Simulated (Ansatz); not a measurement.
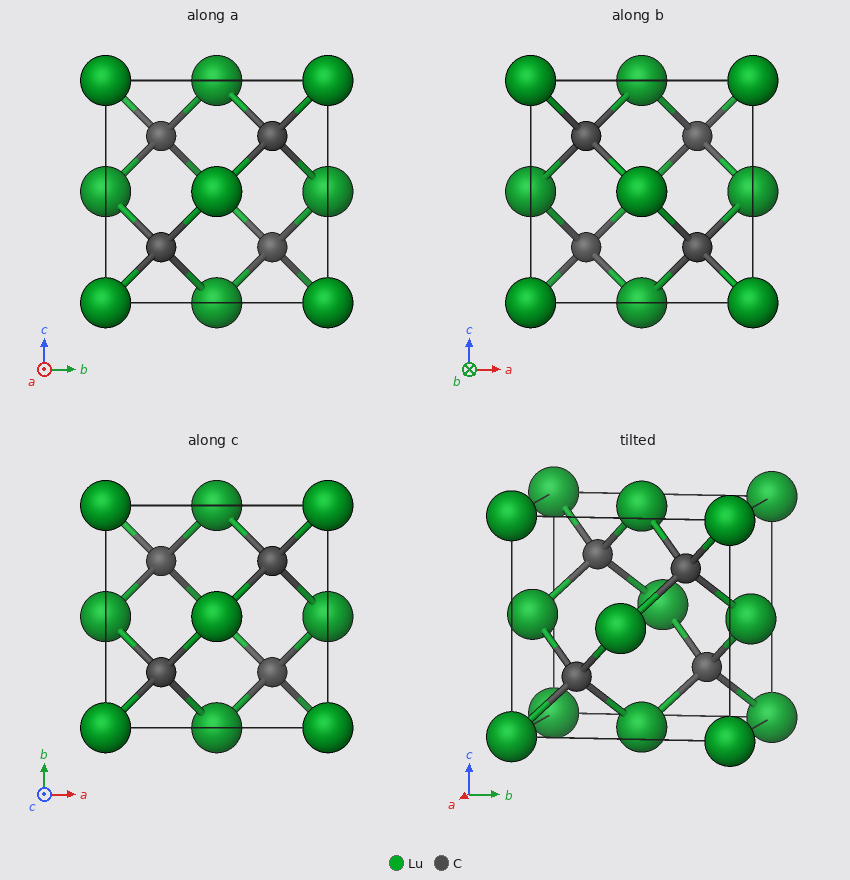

View along the a axis, along the b axis, along the c axis and slightly off an axis, drawn as a ball-and-stick model. The edges of the conventional unit cell are marked.

Lattice parameters: a = 5.2230 Å, b = 5.2230 Å, c = 5.2230 Å, α = 90.000°, β = 90.000°, γ = 90.000°.

Q: Give the atomic positions as a CIF with its space group and independent sites.

A:
```cif
data_structure
_symmetry_space_group_name_H-M 'F -4 3 m'
_symmetry_Int_Tables_number 216
_cell_length_a 5.2230
_cell_length_b 5.2230
_cell_length_c 5.2230
_cell_angle_alpha 90.000
_cell_angle_beta 90.000
_cell_angle_gamma 90.000
_cell_volume 142.49
loop_
_atom_site_label
_atom_site_type_symbol
_atom_site_symmetry_multiplicity
_atom_site_Wyckoff_symbol
_atom_site_fract_x
_atom_site_fract_y
_atom_site_fract_z
_atom_site_occupancy
Lu1 Lu 4 a 0.0000 0.0000 0.0000 1
C1 C 4 d 0.2500 0.2500 0.7500 1
```

The structure was taken from a structure type filled with these elements by a generator (whether the compound takes this form wasn't checked). The cell was then strained or its atoms displaced on purpose. It went into a calculation with Ansatz.
